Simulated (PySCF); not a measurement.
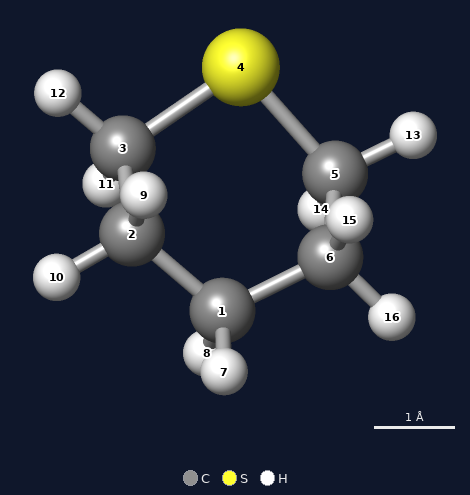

**Figure 1.** The structure (ball-and-stick view, seen at a tilt; atoms are numbered from 1 in the order of the input). Bond lengths as drawn: C–C 1.52 to 1.53 Å, C–H 1.10 to 1.11 Å and C–S 1.82 Å.

Run report: C5H10S, NMR shielding calculation

The run: NMR shielding calculation of C5H10S, SMILES C1CCSCC1. Method and program: GIAO wB97X-D/pcSseg-1 NMR shielding, non-relativistic, IEF-PCM chloroform (PySCF 2.14.0).

The geometry comes from this level: PBE0-D3(BJ)/def2-SVP. Figures and captions count atoms from 1; the log counts them from 0 in places.

### Output
```
coarse grid: 13256 points
cycle   1  E = -594.5840307747  dE =  7.901e-01  |g| = 2.419e-01  |ddm| = 3.456e+00
cycle   2  E = -594.6000109414  dE = -1.598e-02  |g| = 1.426e-01  |ddm| = 4.779e-01
cycle   3  E = -594.6045091510  dE = -4.498e-03  |g| = 3.362e-02  |ddm| = 1.517e-01
cycle   4  E = -594.6047989055  dE = -2.898e-04  |g| = 7.426e-03  |ddm| = 3.962e-02
cycle   5  E = -594.6048155567  dE = -1.665e-05  |g| = 2.560e-03  |ddm| = 1.350e-02
cycle   6  E = -594.6048174438  dE = -1.887e-06  |g| = 6.863e-04  |ddm| = 3.904e-03
final grid: 121512 points
cycle   7  E = -594.6461158219  dE = -2.398e-04  |g| = 4.083e-03  |ddm| = 4.166e-02
cycle   8  E = -594.6461199123  dE = -4.090e-06  |g| = 1.582e-03  |ddm| = 7.837e-03
cycle   9  E = -594.6461203723  dE = -4.600e-07  |g| = 6.554e-04  |ddm| = 2.239e-03
cycle  10  E = -594.6461204969  dE = -1.247e-07  |g| = 1.873e-04  |ddm| = 1.019e-03
cycle  11  E = -594.6461205073  dE = -1.041e-08  |g| = 3.257e-05  |ddm| = 3.170e-04
cycle  12  E = -594.6461205078  dE = -4.993e-10  |g| = 1.536e-05  |ddm| = 1.064e-04
```

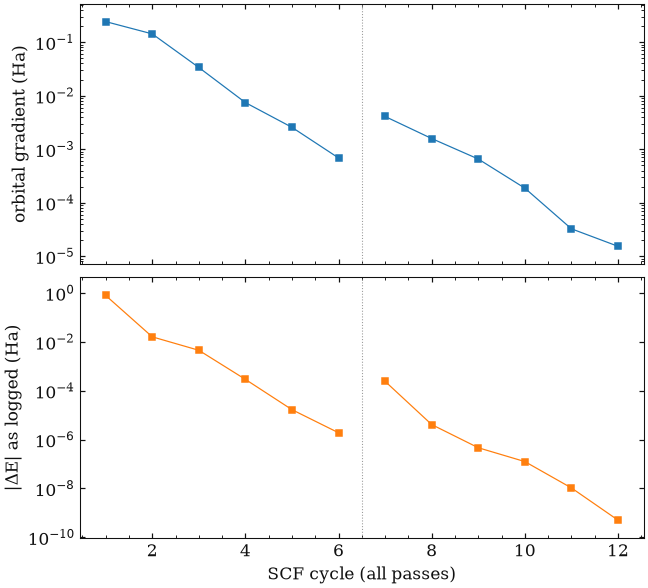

**Figure 2.** Convergence of the self-consistent field: orbital gradient and size of the energy change against the SCF cycle. The dotted line marks the change from a coarse to the final integration grid. The first 6 cycles use a coarse grid, the final grid takes over at cycle 7, and the field converges after 12 cycles in all.

```
converged SCF energy = -594.6461205078

GIAO shielding tensors (ppm)
atom      isotropic    diamagn.    paramagn.     s11        s22        s33       span
  0 C      157.273     246.255     -88.983    152.195    157.647    161.976      9.781
  1 C      155.395     246.024     -90.628    144.212    157.302    164.672     20.460
  2 C      152.383     248.172     -95.789    146.436    151.293    159.418     12.982
  3 S      527.246    1055.522    -528.276    407.883    507.572    666.283    258.400
  4 C      152.357     248.174     -95.817    146.406    151.259    159.406     13.000
  5 C      155.384     246.023     -90.639    144.205    157.291    164.657     20.452
  6 H       29.770      29.567       0.202     24.861     27.630     36.819     11.958
  7 H       30.236      30.677      -0.441     26.720     28.225     35.764      9.044
  8 H       30.003      29.802       0.201     26.673     27.995     35.340      8.666
  9 H       29.649      29.113       0.536     24.722     27.424     36.801     12.079
 10 H       28.886      29.723      -0.837     23.861     27.654     35.144     11.283
 11 H       29.125      28.741       0.385     23.743     26.867     36.765     13.022
 12 H       29.125      28.741       0.384     23.745     26.867     36.764     13.018
 13 H       28.885      29.722      -0.837     23.862     27.652     35.141     11.279
 14 H       30.003      29.802       0.201     26.674     27.996     35.339      8.665
 15 H       29.649      29.112       0.537     24.721     27.424     36.801     12.081
```

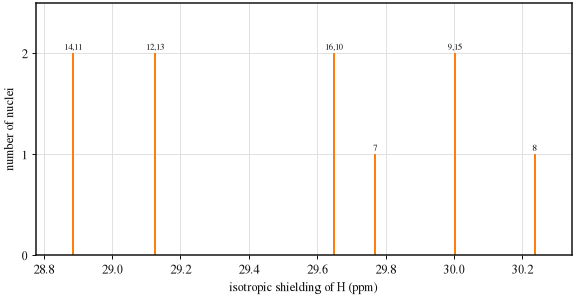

**Figure 3.** Isotropic shieldings of the hydrogen nuclei in this fixed geometry, labelled by atom number; shielding grows to the right, so chemical shift grows to the left. The least shielded is H14 (28.9 ppm), the most shielded H8 (30.2 ppm).

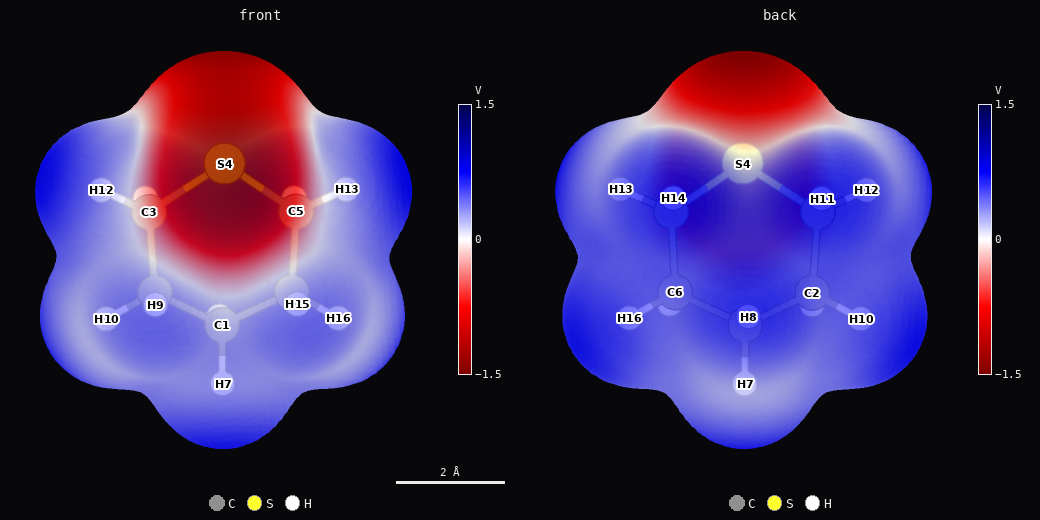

**Figure 4.** The molecular electrostatic potential painted on the density surface at 0.002 e/bohr³, seen face on and from behind; the colour scale runs from red (negative) to blue (positive). Its dipole moment is 2.40 D.

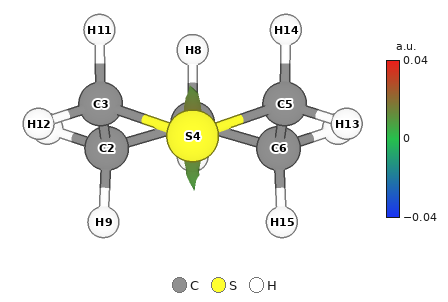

**Figure 5.** Non-covalent interaction (NCI) plot: the surface where the reduced density gradient is 0.5, for densities under 0.05 a.u., coloured by sign(λ₂)ρ; seen from the side.

The run was set up as follows.

### Input
```
{"job": {"xc": "wB97X-D", "basis": "pcSseg-1", "solvent": "chloroform", "kind": "nmr", "pop": true}, "charge": 0, "multiplicity": 1}
C      0.105996    -1.089505     0.486804
C      1.296355    -0.470105    -0.239900
C      1.287443     1.050517    -0.194905
S     -0.185376     1.764997    -0.979128
C     -1.432096     0.866185    -0.012930
C     -1.242482    -0.642221    -0.070277
H      0.177487    -2.188321     0.442720
H      0.159234    -0.821002     1.558485
H      1.296661    -0.794086    -1.294792
H      2.235763    -0.837692     0.208121
H      1.350154     1.410227     0.846969
H      2.146811     1.473025    -0.737546
H     -2.404727     1.164868    -0.432766
H     -1.403608     1.223371     1.031345
H     -1.338994    -0.972730    -1.118713
H     -2.056219    -1.128586     0.495105
```

The first line tells a small driver script what to run in PySCF; the rest is the geometry in Å.

Launch command:
```bash
OMP_NUM_THREADS=1 python <driver script> task.json out
```

### Key numbers

- outcome: converged
- total energy: −594.646121 hartree
- HOMO: −8.23 eV
- LUMO: 3.07 eV
- dipole moment: 2.40 D
- isotropic shielding, C: 152.4 to 157.3 ppm
- isotropic shielding, S: 527.2 ppm
- isotropic shielding, H: 28.9 to 30.2 ppm
- hardware: 1 CPU thread, shared host
- wall time: 26 s
- peak memory: 0.94 GiB
